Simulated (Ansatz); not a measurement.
# C₆H₁₆F₂HfN₂: basis-set convergence

Aim: see how fast density functionals converge with the basis set for C₆H₁₆F₂HfN₂.

Method: one geometry, several basis sets; program: Ansatz 0.2.0, Gaussian basis.

The runs, in order: PBE0-D4/def2-SVP; ωB97M-V/def2-SVP; PBE0-D4/def2-QZVPP; ωB97M-V/def2-QZVPP; the functionals' def2-TZVPP values are taken from earlier runs.

## (1) The geometry

An earlier PBE0-D4 in a triple-zeta def2 set relaxation fixed the geometry. Hf takes the def2 core potential; no spin-orbit term is included.

27 atoms, charge 0, spin multiplicity 1.

Atoms are counted from 1 here; the program's logs count them from 0.

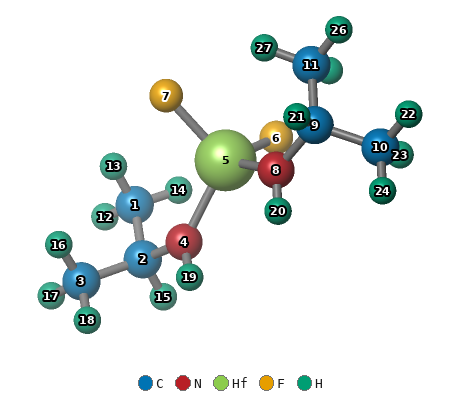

The geometry (carbon blue, nitrogen red, hafnium green, fluorine amber, hydrogen teal); atoms are numbered from 1 in the order of the file.

## (2) PBE0-D4 in def2-SVP

File in.yaml:

```yaml
crystal:
  periodic: [false, false, false]
  atoms:
    - {symbol: C, position_ang: [0.923750, 2.844199, 1.534390]}
    - {symbol: C, position_ang: [-0.527827, 2.448626, 1.750262]}
    - {symbol: C, position_ang: [-0.843359, 2.308202, 3.231365]}
    - {symbol: N, position_ang: [-0.797176, 1.213019, 1.028994]}
    - {symbol: Hf, position_ang: [0.476944, 0.092894, -0.084914]}
    - {symbol: F, position_ang: [1.215955, 1.126859, -1.535732]}
    - {symbol: F, position_ang: [1.980510, -0.504092, 0.965282]}
    - {symbol: N, position_ang: [-0.593507, -1.484769, -0.780511]}
    - {symbol: C, position_ang: [-0.149606, -2.580858, -1.629600]}
    - {symbol: C, position_ang: [-0.968669, -2.660599, -2.908552]}
    - {symbol: C, position_ang: [1.328792, -2.405488, -1.935813]}
    - {symbol: H, position_ang: [1.153481, 3.783426, 2.040382]}
    - {symbol: H, position_ang: [1.597702, 2.081359, 1.941980]}
    - {symbol: H, position_ang: [1.146019, 2.984299, 0.471425]}
    - {symbol: H, position_ang: [-1.157639, 3.252711, 1.340914]}
    - {symbol: H, position_ang: [-0.210783, 1.538351, 3.681615]}
    - {symbol: H, position_ang: [-0.674948, 3.250160, 3.760348]}
    - {symbol: H, position_ang: [-1.887328, 2.020943, 3.383829]}
    - {symbol: H, position_ang: [-1.755048, 0.911868, 1.170953]}
    - {symbol: H, position_ang: [-1.583385, -1.563489, -0.574792]}
    - {symbol: H, position_ang: [-0.268066, -3.531066, -1.087523]}
    - {symbol: H, position_ang: [-0.655426, -3.508335, -3.523942]}
    - {symbol: H, position_ang: [-0.848925, -1.743814, -3.492264]}
    - {symbol: H, position_ang: [-2.032002, -2.783937, -2.685525]}
    - {symbol: H, position_ang: [1.501287, -1.477367, -2.493619]}
    - {symbol: H, position_ang: [1.702019, -3.226799, -2.549880]}
    - {symbol: H, position_ang: [1.927267, -2.386322, -1.019093]}
basis:
  gaussian: {orbitals: def2-SVP}
hamiltonian: {xc: pbe0, dispersion: d4}
output: {orbitals: {seedname: orbitals}}
```

On the command line:

```sh
ansatz run in.yaml --threads 11 --pin off --events-out ev --progress --plain --max-ram 120832MiB --backend cpu
```

Further steps of the session: ωB97M-V in def2-SVP; PBE0-D4 in def2-QZVPP; ωB97M-V in def2-QZVPP.

**Question.** What will the summary of the whole plan be? Wanted: PBE0-D4: double and triple zeta above quadruple; ωB97M-V: double and triple zeta above quadruple.

The runs gave:

| quantity | value |
| --- | --- |
| PBE0-D4: double and triple zeta above quadruple | 18.30, 0.84 eV |
| ωB97M-V: double and triple zeta above quadruple | 19.02, 0.80 eV |

What this shows: PBE0-D4 gains 17.47 eV from double to triple zeta, then 0.84 eV more. Total energies overstate the basis error of differences, where much of it tends to cancel. The LUMO of ωB97M-V is positive and keeps falling with the basis (1.40 to 0.73 eV): an unbound level that the basis holds in place.
